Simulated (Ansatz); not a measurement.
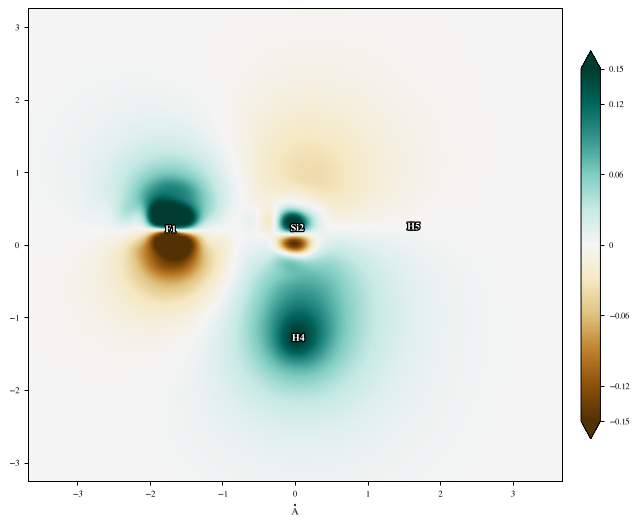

The picture shows: FH4Si (charge −1). The HOMO−1 on the plane of atoms F1, Si2 and H4 (values in Å⁻³ᐟ²; the overall sign is arbitrary).

Geometry: PBE0-D4/def2-TZVPD.

Method: RKS PBE0-D4/def2-TZVPPD in Ansatz.

Input

```
crystal:
  periodic: [false, false, false]
  atoms:
    - {symbol: F, position_ang: [-0.357320, 0.007444, -1.678771]}
    - {symbol: Si, position_ang: [0.006891, -0.000143, 0.032384]}
    - {symbol: H, position_ang: [1.334797, 0.671353, -0.261280]}
    - {symbol: H, position_ang: [-1.229031, 0.841922, 0.285182]}
    - {symbol: H, position_ang: [0.338299, -0.007038, 1.589426]}
    - {symbol: H, position_ang: [-0.093637, -1.513540, 0.033058]}
basis:
  gaussian: {orbitals: "def2-TZVPPD.json"}
total_charge: -1
hamiltonian: {xc: pbe0, dispersion: d4}
output: {orbitals: {seedname: orbitals}}
```

Command:

```sh
ansatz run in.yaml --threads 2 --pin off --events-out ev --progress --plain --max-ram 5222MiB
```

Describe this orbital and give its energy.

Answer. By Hirshfeld shares it lies mainly on F1 (about 30 %), Si2 (about 30 %), H6 (about 25 %) and H3 (about 15 %). It is one of a degenerate set, so its orientation is arbitrary. Its energy is −3.20 eV.
